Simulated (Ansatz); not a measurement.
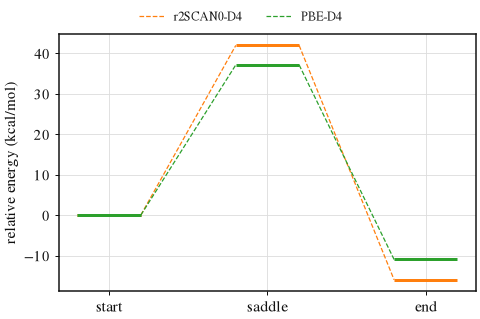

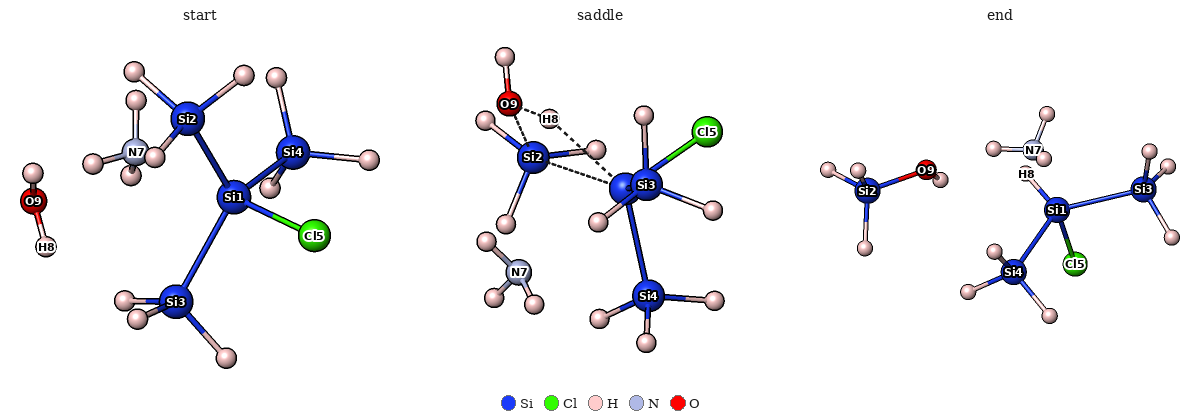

One elementary step of Si₄NH₁₄OCl: start, first-order saddle point (changing pairs dashed) and end. Electronic energies at PBE0-D4/def2-TZVP geometries, energies in def2-TZVPP, the Ansatz code 0.2.0; cores frozen in correlated methods, no zero-point terms. Start and end are the structures at the ends of the path (complexes, where there are several molecules). Lines between the levels only guide the eye.

Which bonds change in the step?

Answer. Si1–H8 (3.88 → 2.11 → 1.49 Å) and Si2–O9 (3.50 → 1.85 → 1.66 Å) form; Si1–Si2 (2.33 → 2.80 → 5.01 Å) and H8–O9 (0.96 → 1.05 → 2.92 Å) break (lengths at start, saddle and end; changes of bond order aren't listed). The imaginary mode at the saddle is 426.3i cm⁻¹ (PBE0-D4).

Give the barriers and step energies (kcal/mol).

Answer.
| level | barrier | reverse barrier | step energy |
| --- | --- | --- | --- |
| r2SCAN0-D4 | 41.9 | 57.9 | −16.0 |
| PBE-D4 | 37.1 | 48.1 | −11.0 |
